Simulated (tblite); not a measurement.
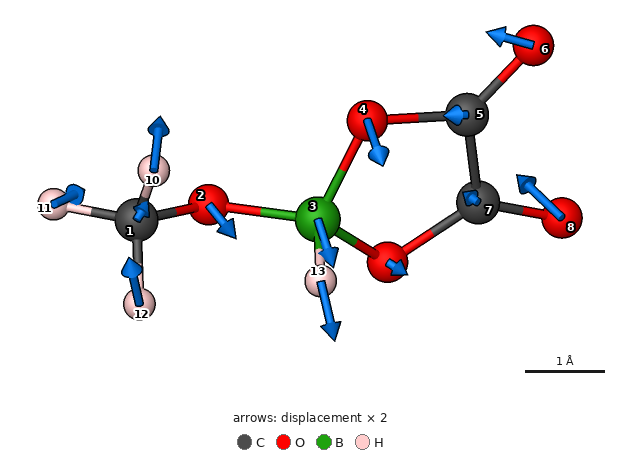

This is a relaxation of C3H4BO5 (charge −1). The starting structure is drawn; blue arrows show the displacements, 2 times their true length. The two geometries are superimposed by the best rigid fit.

A ball-and-stick model, seen at a tilt.

Theory: GFN2-xTB geometry optimisation, gas phase (tblite 0.8.0). 

Describe the change and its energy.

Answer. The energy falls by 17.2 kcal/mol in 71 geometry steps. The largest move after the best rigid fit is that of an O atom, 0.47 Å. Largest moves by element: O 0.47 Å, H 0.45 Å, B 0.35 Å, C 0.19 Å. Among the contacts that change: C–O 1.388 → 1.297 Å, C–C 1.465 → 1.544 Å, B–O 1.469 → 1.542 Å, C–O 1.279 → 1.214 Å. Among the angles between lasting bonds that change: C–O–B 111.0° → 116.1°, O–B–H 106.4° → 111.5°, O–C–H 112.3° → 107.8°.
